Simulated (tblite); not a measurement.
C5H7BO2S: geometry relaxation (part 3 of 4)

Continued. System: C5H7BO2S, SMILES OB(C=C=S)OC1CC1. Method: GFN2-xTB geometry optimisation, gas phase (tblite 0.8.0). It belongs to a series of runs on one base structure; here: H on O replaced by cPr.

Geometry of the input (Å):
```
O  1.2736  -0.3522  1.5673
B  1.0921  0.5790  0.4140
C  2.4434  0.9815  -0.2715
C  3.4660  0.1982  -0.2775
S  4.7256  -0.8151  -0.2597
O  -0.0930  0.3574  -0.4395
C  -1.1447  0.2018  0.4243
C  -2.0219  -0.9840  0.0528
C  -2.5585  0.4417  0.0402
H  1.5221  -1.2275  1.2346
H  2.5560  1.9332  -0.7891
H  -0.8388  0.2703  1.5006
H  -2.3134  -1.6307  0.9174
H  -1.9456  -1.4182  -0.9698
H  -2.8405  0.8870  -0.9454
H  -3.3302  0.5866  0.8598
```

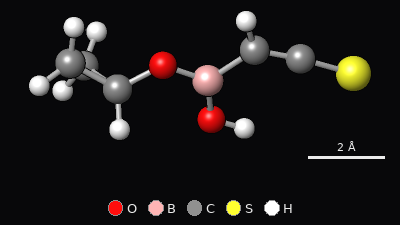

Figure 1. The geometry at step 97 of the log (ball-and-stick view, seen at a tilt).

Trajectory as extended XYZ, continued:
```
16
Properties=species:S:1:pos:R:3:forces:R:3 step=74 energy=-731.83916
O     1.2393   -0.8323    1.3394    0.0010   0.0010  -0.0060
B     1.1139    0.1226    0.3851    0.0030   0.0010  -0.0040
C     2.3204    0.7189   -0.4345    0.0190   0.0050  -0.0050
C     3.5383    0.2868   -0.3751    0.0010  -0.0090  -0.0020
S     4.9636   -0.3292   -0.2254   -0.0260   0.0100   0.0170
O    -0.0927    0.6399    0.0749   -0.0020  -0.0070  -0.0080
C    -1.2761    0.2074    0.6815   -0.0020  -0.0030   0.0020
C    -2.0645   -0.8881    0.0294   -0.0090   0.0000  -0.0020
C    -2.5598    0.5299   -0.0135    0.0020   0.0000   0.0030
H     2.1180   -1.1629    1.5156    0.0090   0.0060  -0.0020
H     2.0696    1.5334   -1.0960    0.0000  -0.0030  -0.0020
H    -1.2342    0.2342    1.7648    0.0030  -0.0040   0.0020
H    -2.5710   -1.5999    0.6618   -0.0030  -0.0040   0.0000
H    -1.6672   -1.3067   -0.8819   -0.0020  -0.0020   0.0000
H    -2.4913    1.0527   -0.9543    0.0030   0.0040   0.0080
H    -3.4139    0.8023    0.5867    0.0030   0.0050  -0.0010
16
Properties=species:S:1:pos:R:3:forces:R:3 step=77 energy=-731.83941
O     1.2413   -0.8374    1.3395    0.0100   0.0090  -0.0080
B     1.1160    0.1173    0.3849   -0.0110  -0.0050  -0.0130
C     2.3218    0.7145   -0.4355   -0.0130  -0.0080  -0.0030
C     3.5422    0.2906   -0.3737   -0.0140   0.0140   0.0050
S     4.9746   -0.3047   -0.2165    0.0100  -0.0140   0.0170
O    -0.0915    0.6312    0.0718   -0.0080   0.0000   0.0030
C    -1.2760    0.2038    0.6806    0.0010  -0.0100   0.0020
C    -2.0723   -0.8865    0.0288    0.0050  -0.0100   0.0070
C    -2.5591    0.5345   -0.0111    0.0000  -0.0100  -0.0100
H     2.1209   -1.1659    1.5144    0.0120   0.0000   0.0060
H     2.0655    1.5204   -1.1050    0.0010   0.0080  -0.0080
H    -1.2332    0.2285    1.7641    0.0130  -0.0020   0.0000
H    -2.5799   -1.5972    0.6613   -0.0100   0.0020   0.0090
H    -1.6779   -1.3091   -0.8821   -0.0070   0.0160  -0.0070
H    -2.4884    1.0562   -0.9520    0.0030   0.0140  -0.0030
H    -3.4115    0.8129    0.5890    0.0100  -0.0040   0.0030
16
Properties=species:S:1:pos:R:3:forces:R:3 step=81 energy=-731.84026
O     1.2474   -0.8419    1.3291    0.0140  -0.0050   0.0200
B     1.1170    0.1084    0.3710    0.0110  -0.0110  -0.0050
C     2.3248    0.7114   -0.4421   -0.0150  -0.0110  -0.0370
C     3.5475    0.2957   -0.3682   -0.0150   0.0410   0.0380
S     4.9862   -0.2738   -0.1765    0.0080  -0.0260   0.0020
O    -0.0932    0.6124    0.0540    0.0060  -0.0050  -0.0070
C    -1.2742    0.1916    0.6739    0.0050   0.0130   0.0050
C    -2.0891   -0.8886    0.0297   -0.0030   0.0130  -0.0140
C    -2.5605    0.5384   -0.0047    0.0160   0.0130   0.0150
H     2.1296   -1.1585    1.5152   -0.0070   0.0090  -0.0090
H     2.0695    1.5097   -1.1213   -0.0030   0.0010  -0.0050
H    -1.2181    0.2132    1.7564    0.0040   0.0000   0.0120
H    -2.5963   -1.5962    0.6670   -0.0060   0.0220  -0.0090
H    -1.7082   -1.3105   -0.8869   -0.0110  -0.0050  -0.0140
H    -2.4892    1.0657   -0.9432   -0.0040  -0.0220   0.0050
H    -3.4008    0.8320    0.6052    0.0000  -0.0270   0.0020
16
Properties=species:S:1:pos:R:3:forces:R:3 step=84 energy=-731.84140
O     1.2608   -0.8353    1.3237   -0.0340   0.0030   0.0040
B     1.1179    0.1057    0.3578    0.0070  -0.0040   0.0080
C     2.3247    0.7133   -0.4530    0.0480  -0.0230  -0.0230
C     3.5485    0.3047   -0.3523    0.0250   0.0050   0.0160
S     4.9816   -0.2738   -0.1348   -0.0650   0.0150  -0.0020
O    -0.0964    0.5965    0.0379    0.0250  -0.0050   0.0080
C    -1.2726    0.1803    0.6697    0.0150   0.0030  -0.0030
C    -2.1026   -0.8914    0.0289    0.0090   0.0310  -0.0100
C    -2.5601    0.5401    0.0025   -0.0080   0.0190   0.0230
H     2.1473   -1.1423    1.5012    0.0290  -0.0100   0.0150
H     2.0779    1.5076   -1.1388   -0.0190   0.0080  -0.0120
H    -1.2070    0.1983    1.7521    0.0120  -0.0030  -0.0060
H    -2.6099   -1.5945    0.6721    0.0020   0.0260  -0.0390
H    -1.7356   -1.3115   -0.8945   -0.0100  -0.0200   0.0100
H    -2.4901    1.0719   -0.9335   -0.0060  -0.0290  -0.0050
H    -3.3919    0.8394    0.6196   -0.0290  -0.0160   0.0170
16
Properties=species:S:1:pos:R:3:forces:R:3 step=87 energy=-731.84269
O     1.2713   -0.8415    1.3173    0.0180   0.0010  -0.0010
B     1.1237    0.0866    0.3391    0.0050   0.0030   0.0070
C     2.3271    0.7014   -0.4733    0.0270  -0.0070   0.0140
C     3.5573    0.3257   -0.3329    0.0170   0.0080  -0.0220
S     4.9962   -0.2204   -0.0754   -0.0470   0.0090   0.0050
O    -0.0935    0.5636    0.0126    0.0050   0.0070   0.0090
C    -1.2658    0.1631    0.6617   -0.0060   0.0010  -0.0180
C    -2.1273   -0.8874    0.0264    0.0150   0.0040   0.0090
C    -2.5567    0.5523    0.0169   -0.0090  -0.0060  -0.0050
H     2.1612   -1.1372    1.5005   -0.0050  -0.0030   0.0120
H     2.0749    1.4849   -1.1707   -0.0070  -0.0270   0.0000
H    -1.1812    0.1729    1.7434    0.0040  -0.0090  -0.0240
H    -2.6411   -1.5809    0.6732   -0.0050  -0.0030   0.0000
H    -1.7874   -1.3166   -0.9032    0.0030   0.0140   0.0050
H    -2.4885    1.0802   -0.9206   -0.0100   0.0180  -0.0080
H    -3.3777    0.8623    0.6436   -0.0050  -0.0110   0.0160
16
Properties=species:S:1:pos:R:3:forces:R:3 step=90 energy=-731.84307
O     1.2768   -0.8475    1.3155    0.0190  -0.0040   0.0090
B     1.1269    0.0764    0.3340    0.0030  -0.0010   0.0100
C     2.3283    0.6938   -0.4792    0.0050   0.0020  -0.0010
C     3.5624    0.3359   -0.3302   -0.0110   0.0160  -0.0060
S     5.0056   -0.1857   -0.0517   -0.0040  -0.0090   0.0040
O    -0.0914    0.5485    0.0046    0.0020   0.0060   0.0000
C    -1.2639    0.1557    0.6583   -0.0060   0.0130  -0.0120
C    -2.1382   -0.8853    0.0265   -0.0050   0.0050  -0.0100
C    -2.5554    0.5583    0.0209    0.0060  -0.0040   0.0000
H     2.1670   -1.1402    1.5033   -0.0110   0.0040   0.0050
H     2.0682    1.4660   -1.1861   -0.0040  -0.0230  -0.0050
H    -1.1716    0.1615    1.7389   -0.0070  -0.0040  -0.0070
H    -2.6577   -1.5747    0.6734    0.0070  -0.0010   0.0030
H    -1.8074   -1.3159   -0.9054    0.0050   0.0080  -0.0060
H    -2.4856    1.0882   -0.9162   -0.0150   0.0060   0.0100
H    -3.3717    0.8739    0.6519    0.0150  -0.0140   0.0050
16
Properties=species:S:1:pos:R:3:forces:R:3 step=94 energy=-731.84353
O     1.2882   -0.8514    1.3152   -0.0140   0.0170   0.0060
B     1.1303    0.0695    0.3321    0.0040   0.0030  -0.0010
C     2.3280    0.6887   -0.4862   -0.0180   0.0050   0.0010
C     3.5651    0.3490   -0.3245    0.0150  -0.0310   0.0070
S     5.0055   -0.1687   -0.0238   -0.0010   0.0080   0.0010
O    -0.0888    0.5376   -0.0002    0.0000  -0.0050   0.0020
C    -1.2627    0.1508    0.6544    0.0070  -0.0150   0.0060
C    -2.1477   -0.8822    0.0229    0.0140  -0.0070  -0.0020
C    -2.5542    0.5637    0.0249   -0.0030   0.0000   0.0010
H     2.1813   -1.1346    1.5022    0.0040  -0.0050   0.0080
H     2.0600    1.4442   -1.2065   -0.0080   0.0060  -0.0210
H    -1.1663    0.1487    1.7344   -0.0070   0.0050   0.0050
H    -2.6690   -1.5684    0.6720    0.0120  -0.0050  -0.0070
H    -1.8242   -1.3129   -0.9111    0.0050   0.0020  -0.0160
H    -2.4872    1.0974   -0.9096   -0.0140   0.0130  -0.0010
H    -3.3657    0.8776    0.6622    0.0040   0.0100   0.0110
16
Properties=species:S:1:pos:R:3:forces:R:3 step=97 energy=-731.84403
O     1.2901   -0.8474    1.3171   -0.0010   0.0200   0.0070
B     1.1331    0.0707    0.3310    0.0000   0.0010  -0.0050
C     2.3285    0.6901   -0.4911    0.0000  -0.0060   0.0000
C     3.5644    0.3478   -0.3240    0.0010  -0.0120   0.0000
S     5.0009   -0.1731   -0.0098   -0.0060   0.0090  -0.0030
O    -0.0861    0.5358   -0.0048   -0.0110   0.0010  -0.0010
C    -1.2600    0.1493    0.6491   -0.0020  -0.0070   0.0060
C    -2.1470   -0.8816    0.0176    0.0150  -0.0050   0.0110
C    -2.5552    0.5639    0.0281   -0.0020   0.0020   0.0030
H     2.1821   -1.1306    1.5108   -0.0120   0.0080  -0.0060
H     2.0576    1.4402   -1.2170    0.0100  -0.0160   0.0020
H    -1.1647    0.1455    1.7293    0.0080  -0.0020   0.0050
H    -2.6630   -1.5694    0.6689    0.0020  -0.0180  -0.0120
H    -1.8268   -1.3103   -0.9189   -0.0040   0.0160  -0.0070
H    -2.5019    1.1034   -0.9038    0.0090   0.0070  -0.0070
H    -3.3595    0.8746    0.6760   -0.0070   0.0020   0.0070
16
Properties=species:S:1:pos:R:3:forces:R:3 step=100 energy=-731.84428
O     1.2919   -0.8421    1.3201   -0.0070   0.0020   0.0080
B     1.1339    0.0698    0.3289   -0.0150   0.0050   0.0010
C     2.3287    0.6886   -0.4928    0.0170  -0.0220  -0.0100
C     3.5645    0.3470   -0.3220   -0.0190   0.0130  -0.0030
S     5.0021   -0.1646    0.0002    0.0120  -0.0040  -0.0010
O    -0.0866    0.5296   -0.0098    0.0010   0.0130  -0.0010
C    -1.2589    0.1454    0.6477   -0.0050   0.0150   0.0010
C    -2.1491   -0.8821    0.0170   -0.0180   0.0100  -0.0110
C    -2.5550    0.5650    0.0305   -0.0010  -0.0020   0.0100
H     2.1835   -1.1291    1.5094   -0.0020   0.0110   0.0040
H     2.0586    1.4330   -1.2244    0.0080  -0.0090  -0.0020
H    -1.1607    0.1418    1.7277    0.0080  -0.0070   0.0010
H    -2.6660   -1.5708    0.6669    0.0050  -0.0130  -0.0140
H    -1.8336   -1.3074   -0.9228    0.0000   0.0110   0.0030
H    -2.5048    1.1077   -0.9008    0.0150  -0.0170   0.0180
H    -3.3560    0.8772    0.6826    0.0020  -0.0080  -0.0030
16
Properties=species:S:1:pos:R:3:forces:R:3 step=103 energy=-731.84529
O     1.3025   -0.8265    1.3342    0.0030  -0.0190  -0.0040
B     1.1370    0.0585    0.3197   -0.0160   0.0170   0.0100
C     2.3291    0.6656   -0.5134    0.0060  -0.0180  -0.0350
C     3.5687    0.3599   -0.3083    0.0300   0.0010   0.0020
S     5.0105   -0.1071    0.0640   -0.0330   0.0120  -0.0140
O    -0.0855    0.5040   -0.0305    0.0140   0.0050   0.0070
C    -1.2533    0.1292    0.6401   -0.0090   0.0070  -0.0060
C    -2.1673   -0.8757    0.0069   -0.0300   0.0030  -0.0300
C    -2.5528    0.5770    0.0496   -0.0040  -0.0190   0.0200
H     2.1964   -1.1131    1.5154   -0.0210   0.0250   0.0190
H     2.0489    1.3698   -1.2805    0.0300  -0.0070   0.0040
H    -1.1363    0.1090    1.7185   -0.0110  -0.0150  -0.0180
H    -2.6800   -1.5770    0.6469   -0.0060   0.0280   0.0110
H    -1.8784   -1.2851   -0.9483    0.0340   0.0100  -0.0040
H    -2.5098    1.1303   -0.8769    0.0080  -0.0260   0.0590
H    -3.3374    0.8903    0.7212    0.0050  -0.0030  -0.0210
16
Properties=species:S:1:pos:R:3:forces:R:3 step=106 energy=-731.84640
O     1.3017   -0.8160    1.3429    0.0090   0.0060  -0.0070
B     1.1366    0.0605    0.3203    0.0100   0.0050  -0.0040
C     2.3277    0.6509   -0.5273   -0.0080   0.0130  -0.0180
C     3.5679    0.3574   -0.3094    0.0410  -0.0170   0.0120
S     5.0067   -0.1008    0.0851   -0.0300   0.0150  -0.0200
O    -0.0841    0.5082   -0.0324   -0.0140  -0.0130   0.0000
C    -1.2515    0.1288    0.6367    0.0040  -0.0350   0.0040
C    -2.1678   -0.8714   -0.0043    0.0320  -0.0090   0.0030
C    -2.5554    0.5785    0.0615    0.0030  -0.0110   0.0030
H     2.1962   -1.0952    1.5339   -0.0360   0.0240   0.0010
H     2.0461    1.3406   -1.3072    0.0310  -0.0180   0.0070
H    -1.1301    0.0959    1.7135   -0.0110  -0.0230   0.0090
H    -2.6686   -1.5873    0.6282   -0.0240   0.0320   0.0200
H    -1.8800   -1.2637   -0.9665    0.0270   0.0020  -0.0190
H    -2.5200    1.1387   -0.8590   -0.0010   0.0240   0.0070
H    -3.3330    0.8839    0.7427   -0.0330   0.0050   0.0020
16
Properties=species:S:1:pos:R:3:forces:R:3 step=110 energy=-731.84791
O     1.3043   -0.7956    1.3588   -0.0290   0.0160  -0.0120
B     1.1355    0.0590    0.3184   -0.0020   0.0050  -0.0110
C     2.3248    0.6243   -0.5481    0.0490   0.0190   0.0030
C     3.5674    0.3546   -0.3082   -0.0430   0.0090  -0.0040
S     5.0083   -0.0659    0.1165   -0.0030  -0.0010  -0.0170
O    -0.0878    0.4990   -0.0349    0.0080  -0.0020   0.0010
C    -1.2503    0.1160    0.6407   -0.0120   0.0220   0.0020
C    -2.1697   -0.8674   -0.0179   -0.0220   0.0260  -0.0070
C    -2.5555    0.5821    0.0792    0.0110   0.0090  -0.0110
H     2.1996   -1.0687    1.5481    0.0230  -0.0030   0.0260
H     2.0457    1.2842   -1.3542    0.0210  -0.0210   0.0050
H    -1.1222    0.0678    1.7160   -0.0050  -0.0360   0.0050
H    -2.6763   -1.5913    0.6008   -0.0020   0.0040  -0.0100
H    -1.8790   -1.2317   -0.9914   -0.0130  -0.0280   0.0330
H    -2.5190    1.1604   -0.8302    0.0030   0.0230   0.0050
H    -3.3333    0.8824    0.7648    0.0140  -0.0410  -0.0070
16
Properties=species:S:1:pos:R:3:forces:R:3 step=113 energy=-731.84898
O     1.3114   -0.7726    1.3723    0.0190  -0.0360   0.0430
B     1.1399    0.0555    0.3125   -0.0110   0.0140   0.0100
C     2.3290    0.5981   -0.5692   -0.0580  -0.0180   0.0240
C     3.5718    0.3682   -0.2998   -0.0420  -0.0090  -0.0200
S     5.0116   -0.0082    0.1616    0.1000  -0.0150   0.0200
O    -0.0868    0.4816   -0.0440   -0.0220   0.0110   0.0000
C    -1.2470    0.1005    0.6387    0.0030   0.0090  -0.0030
C    -2.1834   -0.8556   -0.0346   -0.0200  -0.0130  -0.0100
C    -2.5523    0.5939    0.0994   -0.0040   0.0170  -0.0030
H     2.2067   -1.0429    1.5694   -0.0080   0.0150   0.0130
H     2.0441    1.1952   -1.4172    0.0060   0.0570  -0.0590
H    -1.1093    0.0144    1.7110    0.0090   0.0150  -0.0190
H    -2.6927   -1.5856    0.5735   -0.0160  -0.0160   0.0020
H    -1.9044   -1.2054   -1.0153   -0.0050  -0.0310  -0.0190
H    -2.5193    1.1948   -0.7961    0.0130   0.0130   0.0250
H    -3.3267    0.8771    0.7963    0.0370  -0.0120  -0.0030
16
Properties=species:S:1:pos:R:3:forces:R:3 step=116 energy=-731.85003
O     1.3075   -0.7649    1.3723   -0.0050   0.0070  -0.0040
B     1.1389    0.0553    0.3035   -0.0060  -0.0070   0.0230
C     2.3325    0.5944   -0.5748    0.0090  -0.0030   0.0020
C     3.5743    0.3655   -0.2934    0.0000  -0.0020  -0.0020
S     5.0152    0.0025    0.1831   -0.0290   0.0070  -0.0220
O    -0.0887    0.4736   -0.0614    0.0110  -0.0010   0.0040
C    -1.2445    0.0943    0.6291    0.0070  -0.0250  -0.0100
C    -2.1920   -0.8567   -0.0386    0.0000  -0.0020  -0.0050
C    -2.5534    0.5940    0.1078    0.0080   0.0070  -0.0030
H     2.2022   -1.0290    1.5782    0.0080   0.0120   0.0100
H     2.0587    1.1903   -1.4303    0.0130   0.0030   0.0070
H    -1.0950    0.0023    1.6987    0.0010   0.0100   0.0040
H    -2.6962   -1.5889    0.5722   -0.0090   0.0030  -0.0090
H    -1.9235   -1.2040   -1.0239   -0.0180  -0.0120   0.0010
H    -2.5299    1.2022   -0.7817    0.0170   0.0180  -0.0150
H    -3.3138    0.8781    0.8178   -0.0070  -0.0140   0.0170
16
Properties=species:S:1:pos:R:3:forces:R:3 step=119 energy=-731.85046
O     1.3063   -0.7567    1.3754    0.0050   0.0020   0.0080
B     1.1387    0.0537    0.2993    0.0120  -0.0010   0.0020
C     2.3343    0.5869   -0.5807   -0.0010   0.0040  -0.0070
C     3.5754    0.3680   -0.2885   -0.0170   0.0060  -0.0140
S     5.0171    0.0227    0.1964    0.0040  -0.0040  -0.0070
O    -0.0898    0.4635   -0.0711    0.0100  -0.0020   0.0030
C    -1.2424    0.0850    0.6252    0.0010  -0.0060  -0.0050
C    -2.1998   -0.8544   -0.0440    0.0010  -0.0030  -0.0060
C    -2.5510    0.5977    0.1147    0.0000  -0.0100   0.0010
H     2.2011   -1.0156    1.5880    0.0070   0.0120   0.0080
H     2.0687    1.1702   -1.4484   -0.0030  -0.0100   0.0290
H    -1.0848   -0.0150    1.6930   -0.0070   0.0080  -0.0020
H    -2.7069   -1.5852    0.5658   -0.0130  -0.0020  -0.0020
H    -1.9391   -1.2020   -1.0308   -0.0100   0.0000  -0.0190
H    -2.5274    1.2169   -0.7679    0.0090  -0.0060   0.0040
H    -3.3081    0.8732    0.8320    0.0030   0.0110   0.0070
```
